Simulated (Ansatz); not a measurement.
# C₂H₅NSi: a ladder of functionals and wavefunction methods

How much do the methods differ for C₂H₅NSi? The plan is to run it at one geometry with functionals of several rungs and with coupled cluster. The yardstick is the atomisation energy at the CCSD(T) limit.

The runs use Ansatz 0.2.0, Gaussian basis; functionals in def2-TZVPP, the program's frozen cores in correlated methods.

Plan: LDA (SPW92), PBE-D4, revPBE-D4, BLYP-D4, r2SCAN-D4, B97M-V, PBE0-D4, B3LYP-D4, r2SCANh-D4, r2SCAN0-D4, HSE06-D4, BHLYP-D4, CAM-B3LYP-D4, LC-ωPBE, ωB97X-V, ωB97M-V, B2PLYP, PBE-QIDH; CCSD(T)/def2-SVP; CCSD(T)/def2-TZVPP; MP2/def2-QZVPP; extrapolation to the limit; RPA on PBE.

### Step 1. The relaxed structure

An earlier PBE0-D4 in a triple-zeta def2 set relaxation fixed the geometry.

SMILES `C=C1N[SiH2]1`, 9 atoms, charge 0, spin multiplicity 1.

Atoms are counted from 1 here; the program's logs count them from 0.

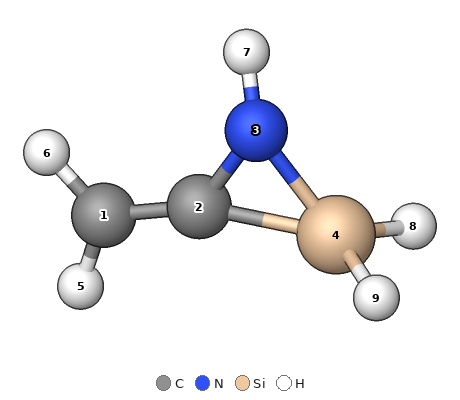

The structure; carbon grey, nitrogen blue, silicon light orange, hydrogen white; atoms are numbered from 1 in the order of the file.

### Step 2. LDA

This LDA is Slater exchange with PW92 correlation.

Contents of in.yaml:

```yaml
crystal:
  periodic: [false, false, false]
  atoms:
    - {symbol: C, position_ang: [-0.084600, 1.279952, -1.107331]}
    - {symbol: C, position_ang: [-0.061912, 0.329866, -0.182827]}
    - {symbol: N, position_ang: [0.782609, -0.054800, 0.864906]}
    - {symbol: Si, position_ang: [-0.474303, -1.209182, 0.675700]}
    - {symbol: H, position_ang: [-0.897321, 1.330073, -1.818695]}
    - {symbol: H, position_ang: [0.696402, 2.031524, -1.172005]}
    - {symbol: H, position_ang: [1.778404, 0.092151, 0.914667]}
    - {symbol: H, position_ang: [-0.200364, -2.512933, 0.027955]}
    - {symbol: H, position_ang: [-1.450314, -1.332952, 1.780431]}
basis:
  gaussian: {orbitals: def2-TZVPP}
hamiltonian: {xc: lda}
output: {orbitals: {seedname: orbitals}}
```

Launch:

```
ansatz run in.yaml --threads 2 --pin off --events-out ev --progress --plain --max-ram 4352MiB
```

Further steps of the session: PBE-D4 (GGA); revPBE-D4 (GGA); BLYP-D4 (GGA); r2SCAN-D4 (meta-GGA); B97M-V (meta-GGA); PBE0-D4 (hybrid); B3LYP-D4 (hybrid); r2SCANh-D4 (hybrid); r2SCAN0-D4 (hybrid); HSE06-D4 (hybrid); BHLYP-D4 (hybrid); CAM-B3LYP-D4 (range-separated); LC-ωPBE (range-separated); ωB97X-V (range-separated); ωB97M-V (range-separated); B2PLYP (double hybrid); PBE-QIDH (double hybrid); CCSD(T) in def2-SVP; CCSD(T) in def2-TZVPP; MP2 in def2-QZVPP; RPA on PBE orbitals.

Q: Predict the results of all the runs planned. Wanted: atomisation energy, CCSD(T)/CBS; farthest beyond LDA; mean size of error, GGA; mean size of error, meta-GGA; mean size of error, hybrid; mean size of error, range-separated; mean size of error, double hybrid; gap, smallest and largest; T1 diagnostic.

The runs gave:

```
                               quantity                                  value
        atomisation energy, CCSD(T)/CBS                         793.0 kcal/mol
functionals within 4.0 kcal/mol (0.5 %)          r2SCANh-D4, LC-ωPBE, PBE-QIDH
                    farthest beyond LDA                PBE-D4 (+24.9 kcal/mol)
                mean size of error, GGA                          12.1 kcal/mol
           mean size of error, meta-GGA                           5.1 kcal/mol
             mean size of error, hybrid                           9.0 kcal/mol
    mean size of error, range-separated                           4.6 kcal/mol
      mean size of error, double hybrid                           4.6 kcal/mol
              gap, smallest and largest  3.61 eV (BLYP-D4), 10.36 eV (LC-ωPBE)
                          T1 diagnostic                                 0.0138
triples share of the correlation energy                                  4.5 %
```

In words: LDA overbinds by 125.5 kcal/mol (16 %). PBE-D4 misses by +24.9 kcal/mol. Double hybrids carry the basis error of their MP2 part in triple zeta, and no dispersion term here, so their miss is partly the set-up's. By mean error the best rung here is double hybrid (4.6 kcal/mol) and the worst beyond LDA is GGA (12.1 kcal/mol). The gap between the best rungs is small, so their order is not settled. Misses under about 4.0 kcal/mol are within the doubt on the reference itself, which lacks core-valence correlation, relativity and higher excitations. Hartree-Fock recovers 70 % of the binding; the rest is correlation. CCSD(T) in def2-SVP is off by -50.6 kcal/mol, which most functionals beat. Orbital gaps span 3.6 to 10.4 eV; exact exchange widens them.
